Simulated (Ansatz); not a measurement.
Input file:

```
crystal:
  periodic: [false, false, false]
  atoms:
    - {symbol: Cl, position_ang: [0.997346, -0.697504, 0.528208]}
    - {symbol: F, position_ang: [-1.610875, -0.153364, -1.702913]}
    - {symbol: Ga, position_ang: [-0.895318, 0.360045, -0.148678]}
    - {symbol: H, position_ang: [-1.205042, -1.270898, 0.860262]}
basis:
  gaussian:
    orbitals: def2-TZVPD
total_charge: 0
magnetization:
  spin_polarized: true
  initial_magnetization: 2
hamiltonian:
  xc: pbe0
output: {forces: true, orbitals: {seedname: orbitals}}
```

Launched as:

```sh
ansatz run input.yaml --threads 1 --pin off --max-ram 2610MiB --events-out events.jsonl --progress --plain --runs-dir runs
```

Geometry: PBE-D3(BJ)/def2-SVP.

The calculation used Ansatz, isolated molecule in a Gaussian basis; Kohn-Sham density functional theory, functional PBE0.

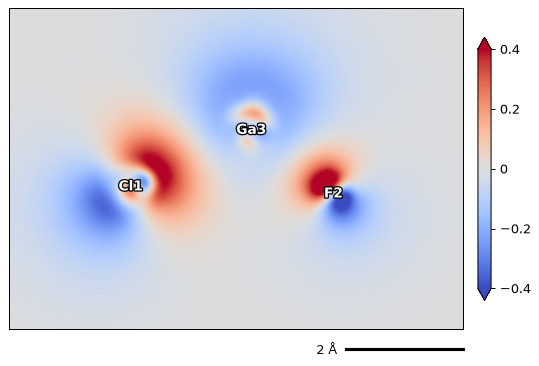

ClFGaH (triplet). The LUMO (β) on the plane of atoms Cl1, Ga3 and F2 (values in Å⁻³ᐟ²; the overall sign is arbitrary).

> Where does this orbital lie, and at what energy?

It lies mainly on Ga3 (about 40 %), Cl1 (about 30 %), H4 (about 20 %) and F2 (about 5 %). Its energy is −5.09 eV.
